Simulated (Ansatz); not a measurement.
# BFGaH4N: what the fields show

```yaml
atoms:
  - { symbol: B, position_ang: [0.4842, 1.3295, -0.3363] }
  - { symbol: N, position_ang: [0.1405, 0.2796, 0.5214] }
  - { symbol: Ga, position_ang: [-0.5125, -1.3352, -0.0592] }
  - { symbol: F, position_ang: [-0.8370, -2.4247, 1.2794] }
  - { symbol: H, position_ang: [0.3468, 1.1731, -1.5197] }
  - { symbol: H, position_ang: [0.9064, 2.3616, 0.1027] }
  - { symbol: H, position_ang: [0.2556, 0.4093, 1.5168] }
  - { symbol: H, position_ang: [-0.7841, -1.7932, -1.5050] }
```

Geometry: PBE0-D4/def2-TZVP.

All numbers below come from RKS PBE0-D4/def2-TZVPP (Ansatz 0.2.0).

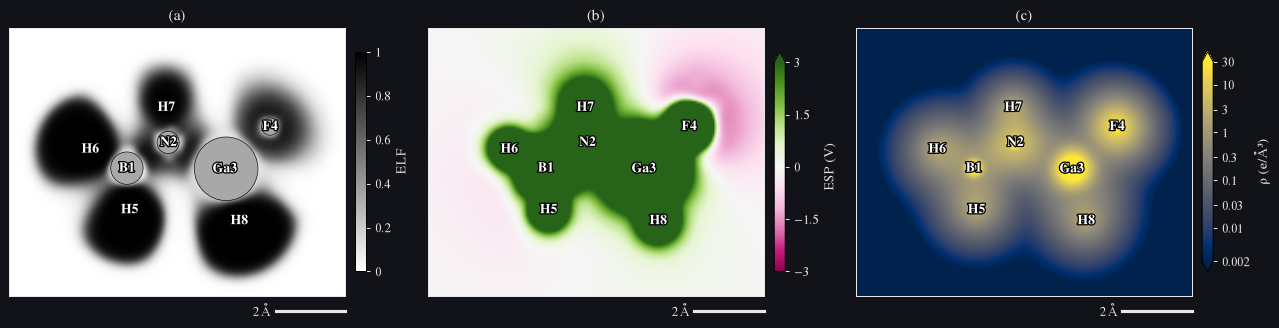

Figure 1. (a) ELF; (b) molecular electrostatic potential; (c) electron density on the molecular plane. Grey discs cover the atomic cores in the ELF map.

### What does the map show?

- The section cuts through B, N, Ga, F and H sites.
- B–N (1.40 Å): the density is about 2 e/Å³ at the midpoint; the ELF peaks at about 0.90 between the atoms; a polar covalent bond.
- Ga–F (1.76 Å): ρ is about 0.89 e/Å³ halfway; the ELF peaks at about 0.80 in the valence shell of F, 0.5 Å from its nucleus, and is about 0.20 at the midpoint.
- Ga–N (1.84 Å): ρ is about 0.92 e/Å³ halfway; the ELF peaks at about 0.90 in the valence shell of N, 0.6 Å from its nucleus, and is about 0.35 at the midpoint.
- N–H (1.01 Å): ρ at the midpoint is about 2.9 e/Å³; the ELF climbs to about 1 towards the hydrogen, as it does in any bond to H (a covalent bond by its length).
- B–H (1.20 Å): ρ is about 1.3 e/Å³ halfway; the ELF climbs to about 1 towards the hydrogen (an ordinary covalent bond to hydrogen).
- The ELF also peaks beside F4, away from the bonds: lone-pair regions.
- Outside the dense part of the molecule the potential is most negative (−1.6 V) near F4.

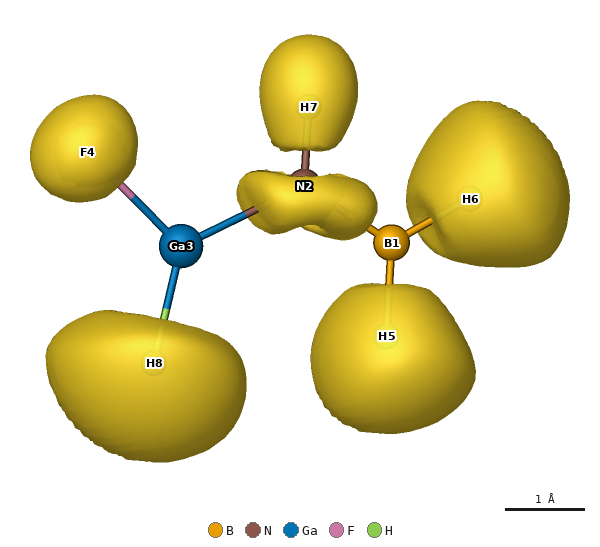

Figure 2. Isosurface of the ELF at 0.8 (yellow), seen at a tilt. Only the valence region is drawn (cores and ρ < 0.01 e/Å³ removed).

### What do the ELF domains correspond to?

The surface consists of four regions around hydrogen nuclei, one region on N in which the atom's valence shell and bonds are merged and one region wrapped around F (its valence shell).

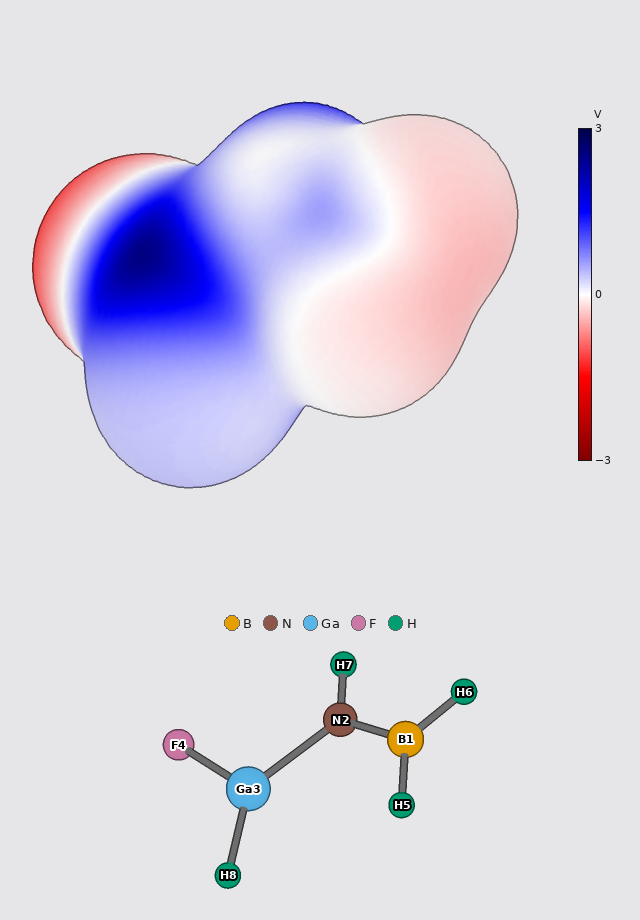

Figure 3. The molecular electrostatic potential painted on the density surface at 0.001 e/bohr³, seen at a tilt; red is negative and blue positive. The bare structure is drawn below in the same view.

### Which sites attract a positive test charge, and which a negative one?

A positive charge is drawn to the negative regions and a negative charge to the positive ones. The most negative region (about −1.3 V, or −30 kcal/mol for a unit charge) lies over F4, the most positive (about +2.4 V, or +55 kcal/mol for a unit charge) over Ga3.
